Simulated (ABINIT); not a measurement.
# Quasiparticle gap of LiHS (Ama2) in ABINIT, part 3 of 3

Aim: the G0W0 gap of LiHS (Ama2) on PBEsol, step by step.

ABINIT 10.8.3; PBEsol and many-body steps on it, plane waves. Known limits of the many-body steps: not at the basis limit; coarse k mesh.

So far. Step 3 (Bands along the symmetry lines): The gap is 3.330 eV, as in the run before at this level. Step 4 (Empty states on the mesh, 2×2×2 mesh, 79 bands): On this mesh the gap is 3.330 eV.

## 5. Screening, 2×2×2 mesh, 73 bands, screening to 106.1 eV

The RPA dielectric matrix is built and inverted for each q.

This step: RPA screening on PBEsol, plane waves, norm-conserving pseudopotentials.

Contents of run.abi:

```
acell 3*1.0 Angstrom
rprim 
  6.156870000000 0.000000000000 0.000000000000
  0.000000000000 2.809205000000 2.757390000000
  0.000000000000 -2.809205000000 2.757390000000
ntypat 3
znucl 3 1 16
natom 6
typat 1 1 2 2 3 3
xred 
  0.500000000000 0.501660000000 0.501660000000
  0.000000000000 0.501660000000 0.501660000000
  0.250000000000 0.133090000000 0.983490000000
  0.750000000000 0.983490000000 0.133090000000
  0.750000000000 0.998760000000 0.475340000000
  0.250000000000 0.475340000000 0.998760000000
pp_dirpath "pseudos"
pseudos "Li.upf, H.upf, S.upf"
ecut 33
ngkpt 2 2 2
nshiftk 1
shiftk 0 0 0
kptopt 1
chksymbreak 0
istwfk *1
occopt 1
irdwfk 1
optdriver 3
nband 73
ecuteps 3.9
inclvkb 2
awtr 1
symchi 1
indata_prefix "in"
outdata_prefix "out"
tmpdata_prefix "tmp"
```

Started as:

```sh
OMP_NUM_THREADS=1 mpirun -n 8 abinit run.abi > log
```

Numbers of over 12 decimals in the logs are rounded to 6 here.

What it wrote:

```text
.Version 10.8.3 of ABINIT. v10.8.2 released Aug 2026.

 Symmetries : space group Am a 2 (# 40); Bravais oC (1-face-center ortho.)
[... echo of the input left out ...]
== DATASET  1 ==================================================================
-   mpi_nproc: 8, omp_nthreads: 1 (-1 if OMP is not activated)

--- !DatasetInfo
iteration_state: {dtset: 1, }
dimensions: {natom: 6, nkpt: 6, mband: 73, nsppol: 1, nspinor: 1, nspden: 1, mpw: 5848, }
cutoff_energies: {ecut:  33.0, pawecutdg:  -1.0, }
electrons: {nelect:   2.00000000E+01, charge:   0.00000000E+00, occopt:   1.00000000E+00, tsmear:   1.00000000E-02, }

 SCREENING: Calculation of the susceptibility and dielectric matrices

 Based on a program developped by R.W. Godby, V. Olevano, G. Onida, and L. Reining.
 Incorporated in ABINIT by V. Olevano, G.-M. Rignanese, and M. Torrent.
.Using double precision arithmetic ; gwpc =  8

[... cell and pseudopotentials left out ...]
--------------------------------------------------------------------------------

 ==== K-mesh for the wavefunctions ====
 Number of points in the irreducible wedge :     6
[... list of points left out ...]
 Together with  4 symmetry operations and time-reversal symmetry
 yields     8 points in the full Brillouin Zone.

 ==== Q-mesh for the screening function ====
 Number of points in the irreducible wedge :     6
[... list of points left out ...]
 Together with  4 symmetry operations and time-reversal symmetry
 yields     8 points in the full Brillouin Zone.

 setmesh: FFT mesh size selected  =    48x   30x   30
          total number of points  =        43200

 vcoul_init : cutoff-mode = AUXILIARY_FUNCTION
 q-points for optical limit:   1
     1)      0.000010    0.000020    0.000030

- screening: taking advantage of time-reversal symmetry
- Maximum band index for partially occupied states nbvw = 10
- Remaining bands to be divided among processors   nbcw = 63
- Number of bands treated by each node ~7

 Number of electrons calculated from density =   20.0000; Expected =   20.0000
 average of density, n =  0.031071
 r_s =    1.9733
 omega_plasma =   17.0034 [eV]

 calculating chi0 at frequencies [eV] :
  1    0.000000E+00    0.000000E+00
  2    0.000000E+00    1.700343E+01

--------------------------------------------------------------------------------
  q-point number  1        q = ( 0.000000, 0.000000, 0.000000) [r.l.u.]
--------------------------------------------------------------------------------
[... chi0 elements left out ...]
 For q-point:  0.000010 0.000020 0.000030
  dielectric constant =   3.7276
  dielectric constant without local fields =   4.6170

  Average fulfillment of the sum rule on Im[epsilon] for q-point    1 :     61.77  [%]
[... wings left out ...]
  q-point number  2        q = ( 0.500000, 0.000000, 0.000000) [r.l.u.]
--------------------------------------------------------------------------------
[... chi0 elements left out ...]
  Average fulfillment of the sum rule on Im[epsilon] for q-point    2 :     70.92  [%]

 [... 4 further q-points ...]
```

Elapsed: 6.1 s, on 8 MPI ranks of Arm Neoverse V1, shared host; peak memory 1.2 GiB.

This step gave:

```yaml
eps_infinity_with_local_fields_on_this_mesh_along_the_program_s_q_direction: 3.728
the_same_without_local_fields: 4.617
plasma_frequency: 17.00 eV
plane_waves_in_the_screening_matrix: 239
```

Local fields lower ε∞ by 19 %. On a Γ-centred mesh this coarse the value itself is usually too large, while a short band sum pulls it down.

## 6. Self-energy, 2×2×2 mesh, 73 bands, screening to 106.1 eV

The self-energy is evaluated for the states that the input lists, and the levels follow from it, in one-shot runs by the linearised quasiparticle equation.

This step: G0W0 on PBEsol, plane waves, norm-conserving pseudopotentials.

Changes to run.abi since step 5:

```diff
@@ -27,8 +27,15 @@
 irdwfk 1
-optdriver 3
+optdriver 4
 nband 73
+gwcalctyp 0
+ecutsigx 33
+symsigma 1
+nkptgw 1
+kptgw 
+  0.0000000000 0.0000000000 0.0000000000
+bdgw 
+  9 12
 ecuteps 3.9
-inclvkb 2
-awtr 1
-symchi 1
+irdscr 1
+ppmodel 1
 indata_prefix "in"
```

What it wrote:

```text
.Version 10.8.3 of ABINIT. v10.8.2 released Aug 2026.

 Symmetries : space group Am a 2 (# 40); Bravais oC (1-face-center ortho.)
[... echo of the input left out ...]
== DATASET  1 ==================================================================
-   mpi_nproc: 8, omp_nthreads: 1 (-1 if OMP is not activated)

--- !DatasetInfo
iteration_state: {dtset: 1, }
dimensions: {natom: 6, nkpt: 6, mband: 73, nsppol: 1, nspinor: 1, nspden: 1, mpw: 5848, }
cutoff_energies: {ecut:  33.0, pawecutdg:  -1.0, }
electrons: {nelect:   2.00000000E+01, charge:   0.00000000E+00, occopt:   1.00000000E+00, tsmear:   1.00000000E-02, }

 SIGMA: Calculation of the GW corrections

 Based on a program developped by R.W. Godby, V. Olevano, G. Onida, and L. Reining.
 Incorporated in ABINIT by V. Olevano, G.-M. Rignanese, and M. Torrent.
.Using double precision arithmetic ; gwpc =  8

[... cell and pseudopotentials left out ...]
--------------------------------------------------------------------------------

 ==== K-mesh for the wavefunctions ====
 Number of points in the irreducible wedge :     6
[... list of points left out ...]
 Together with  4 symmetry operations and time-reversal symmetry
 yields     8 points in the full Brillouin Zone.

 ==== Q-mesh for screening function ====
 Number of points in the irreducible wedge :     6
[... list of points left out ...]
 Together with  4 symmetry operations and time-reversal symmetry
 yields     8 points in the full Brillouin Zone.

 vcoul_init : cutoff-mode = AUXILIARY_FUNCTION
 q-points for optical limit:   1
     1)      0.000010    0.000020    0.000030
 setmesh: FFT mesh size selected  =    64x   40x   40
          total number of points  =       102400

 Number of electrons calculated from density =   20.0000; Expected =   20.0000
 average of density, n =  0.031071
 r_s =    1.9733
 omega_plasma =   17.0034 [eV]

 === KS Band Gaps ===
  >>>> For spin  1
   Minimum direct gap =   3.3299 [eV], located at k-point      :   0.0000  0.0000  0.0000
   Fundamental gap    =   3.3299 [eV], Top of valence bands at :   0.0000  0.0000  0.0000
                                       Bottom of conduction at :   0.0000  0.0000  0.0000
 SIGMA fundamental parameters:
 PLASMON POLE MODEL  1
 number of plane-waves for SigmaX                 5839
 number of plane-waves for SigmaC and W            239
 number of plane-waves for wavefunctions          5839
 number of bands                                    73
 number of independent spin polarizations            1
 number of spinorial components                      1
 number of k-points in IBZ                           6
 number of q-points in IBZ                           6
 number of symmetry operations                       4
 number of k-points in BZ                            8
 number of q-points in BZ                            8
 number of frequencies for dSigma/dE                 9
 frequency step for dSigma/dE [eV]                0.25
 number of omega for Sigma on real axis              0
 max omega for Sigma on real axis  [eV]           0.00
 zcut for avoiding poles [eV]                     0.10

 EPSILON^-1 parameters (SCR file):
 dimension of the eps^-1 matrix on file            239
 dimension of the eps^-1 matrix used               239
 number of plane-waves for wavefunctions          5839
 number of bands                                    73
 number of q-points in IBZ                           6
 number of frequencies                               2
 number of real frequencies                          1
 number of imag frequencies                          1

 matrix elements of self-energy operator (all in [eV])

 Perturbative Calculation

--- !SelfEnergy_ee
iteration_state: {dtset: 1, }
kpoint     : [   0.000,    0.000,    0.000, ]
spin       : 1
KS_gap     :    3.330
QP_gap     :    5.474
Delta_QP_KS:    2.144
data: !SigmaeeData |
     Band     E0 <VxcDFT>   SigX SigC(E0)      Z dSigC/dE  Sig(E)    E-E0       E
        9  -0.707 -12.411 -15.817   2.127   0.795  -0.258 -13.428  -1.017  -1.724
       10  -0.122 -12.727 -15.736   1.901   0.797  -0.254 -13.611  -0.883  -1.005
       11   3.208  -8.834  -4.303  -3.007   0.827  -0.209  -7.573   1.260   4.468
       12   3.571  -8.614  -4.145  -2.916   0.828  -0.208  -7.328   1.286   4.857

== END DATASET(S) ==============================================================
================================================================================

 -outvars: echo values of variables after computation  --------
           etotal      0.0000000000E+00
            nband          73
             nkpt           6
          spgroup          40
 [... the other variables as echoed above ...]

 Calculation completed.
```

Elapsed: 3.1 s, on 8 MPI ranks; peak memory 0.85 GiB.

This step gave:

- G0W0 gap on the points computed: 5.473 eV
- starting gap on the mesh: 3.330 eV
- k of the valence top: 0, 0, 0
- k of the conduction bottom: 0, 0, 0
- Z at the valence top: 0.797
- Z at the conduction bottom: 0.827
- least direct G0W0 gap on the computed points: 5.473 eV

The gap on the mesh goes from 3.33 eV to 5.47 eV, a correction of +2.14 eV.

Limits: finite bands, cutoff and mesh; coarse k mesh. v1 is the top filled band, c1 the lowest empty one. The levels before and after the correction (eV, zero at the valence-band top of each column):

|  | conduction bottom | valence top |
| --- | --- | --- |
| Kohn-Sham | 3.33 | 0.00 |
| G0W0 | 5.47 | 0.00 |

|  | level | energy (eV) |
| --- | --- | --- |
| Kohn-Sham | Γ v2 | -0.585 |
| Kohn-Sham | Γ v1 | 0.000 |
| Kohn-Sham | Γ c1 | 3.330 |
| Kohn-Sham | Γ c2 | 3.693 |
| G0W0 | Γ v2 | -0.719 |
| G0W0 | Γ v1 | 0.000 |
| G0W0 | Γ c1 | 5.473 |
| G0W0 | Γ c2 | 5.862 |

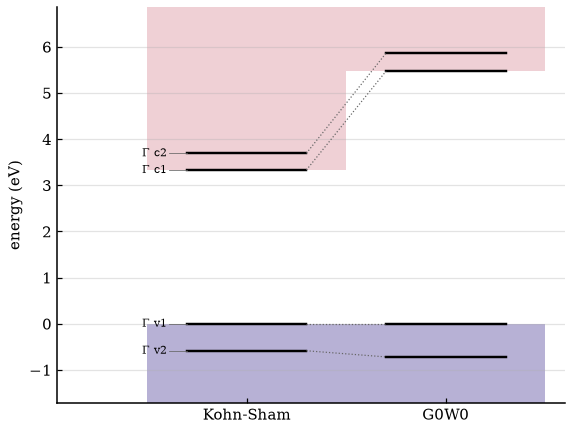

Levels before and after the correction. Shaded: valence and conduction bands.

## 7. Where the time went

Times are wall times on 8 MPI ranks of Arm Neoverse V1, shared host, good to a factor of about two.

| step | time | share | memory (GiB) |
| --- | --- | --- | --- |
| ground state | 22 s | 34 % | 0.68 |
| bands along the symmetry lines | 20 s | 31 % | 0.65 |
| empty states on the mesh | 14 s | 22 % | 0.57 |
| screening | 6.1 s | 9 % | 1.2 |
| self-energy | 3.1 s | 5 % | 0.85 |

## 8. Summary of results

```json
{
 "PBEsol gap": "3.33 eV, direct",
 "G0W0 gap on the mesh": "5.47 eV",
 "GW settings": "2×2×2 mesh, 73 bands, screening to 106.1 eV, Godby-Needs plasmon pole",
 "known limits": "not at the basis limit; coarse k mesh"
}
```

What this shows: G0W0 moves the gap on the mesh from 3.33 eV to 5.47 eV (+2.14 eV), with Z of 0.80 and 0.83 at the edges. Local fields lower the RPA ε∞ on this mesh from 4.62 to 3.73; a Γ-centred mesh this coarse tends to raise both, most where the direct gap is narrow, while a short band sum lowers them. Only 1 of the mesh's irreducible points was corrected, so a valley elsewhere could overtake. Bands and cutoff are finite, so the gap is not at the basis limit. The miss can reach some tenths of an eV and take either sign; the mesh is an error of its own. In the G0W0 run levels were corrected at 1 k point alone, so a gap called «on the mesh» is the least over those, and an edge elsewhere would be missed. The 2×2×2 mesh is coarse for this cell, which bears on the long-range parts of exchange and screening.

[Paths, hosts, dates, memory and timing lines, banners, echoed tables and standing remarks are left out of the program output.]

[Logs are printed without paths, hosts, clocks, repeated set-up lines and the standing remarks that a program may print on its own settings, such as how far it seeks lower states.]

[Runs of the session that timed out or met a known fault of the program may be left out.]

[Hosts, paths, dates, database ids (printed as entryN), source tags and the programs' standing remarks are cut or masked in the printed files.]

[G0W0 gaps are taken among the corrected bands and points alone; a level outside them can change the order at an edge.]

[Where Ansatz stands beside ABINIT at settings called matched, ABINIT's density can come from a denser mesh and the files from another edition; pairs whose starting gaps differed by over 0.03 eV were left out, so agreement reads better than it is.]
